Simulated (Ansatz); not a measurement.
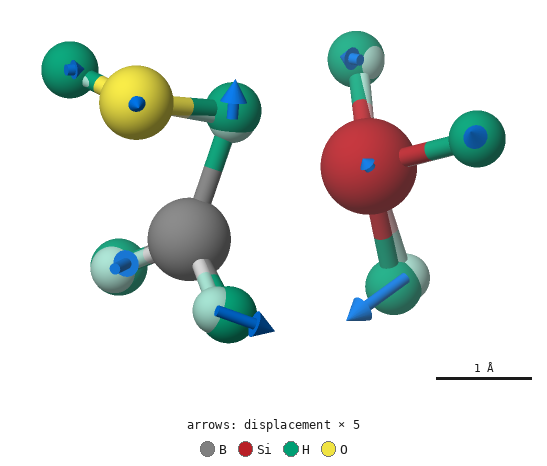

This is a constrained relaxation of BSiH$_{7}$O. The starting structure is drawn faded, the final one solid; blue arrows show the displacements, magnified 5 times. The two geometries are superimposed by the best rigid fit.

The picture is a ball-and-stick view, seen at a tilt.

The reaction that was planned forms B1–O6, Si2–H5 and breaks B1–Si2, H5–O6 (atoms numbered from 1 in input order).

Computed with RKS PBE0-D4/def2-SVP in Ansatz 0.2.0.

The input:
```yaml
crystal:
  periodic: [false, false, false]
  atoms:
    - {symbol: B, position_ang: [-0.920400, 0.359100, -0.324500]}
    - {symbol: Si, position_ang: [0.619900, -1.083900, 0.530000]}
    - {symbol: H, position_ang: [-1.119800, 0.112500, -1.456300]}
    - {symbol: H, position_ang: [-1.832300, 0.445500, 0.404100]}
    - {symbol: H, position_ang: [0.310000, 0.708100, 0.072800]}
    - {symbol: O, position_ang: [-0.074900, 1.889200, -0.239900]}
    - {symbol: H, position_ang: [1.946800, -1.144200, -0.104100]}
    - {symbol: H, position_ang: [0.862800, -0.998000, 1.972000]}
    - {symbol: H, position_ang: [-0.006900, -2.381300, 0.276600]}
    - {symbol: H, position_ang: [0.214700, 2.093000, -1.130800]}
basis:
  gaussian: {orbitals: def2-SVP}
hamiltonian: {xc: pbe0, dispersion: d4}
relax: {f_tol: 0.08, max_steps: 120, escape_saddle: false, constraints: [{distance: [0, 5]}, {distance: [1, 4]}, {distance: [0, 1]}, {distance: [4, 5]}]}
```

Q: Atoms of which element are displaced furthest, and by how much?

A: Hydrogen: up to 0.18 Å, against 0.03 Å for oxygen.

Q: What happened in the run?

A: H9 moves most after the best rigid fit: 0.18 Å. By element the largest moves are H 0.18 Å, O 0.03 Å, Si 0.03 Å, B 0.01 Å. Among the contacts that change: B1–H5 1.339 → 1.431 Å, B1–H4 1.170 → 1.204 Å, B1–H3 1.175 → 1.208 Å, Si2–H8 1.465 → 1.493 Å. Among the angles between lasting bonds that change: H5–O6–H10 109.4° → 104.0°, H3–B1–H4 118.9° → 123.6°, B1–H5–O6 83.8° → 80.2°. The optimiser took 5 steps. The run took roughly 15 core-seconds on a shared host.
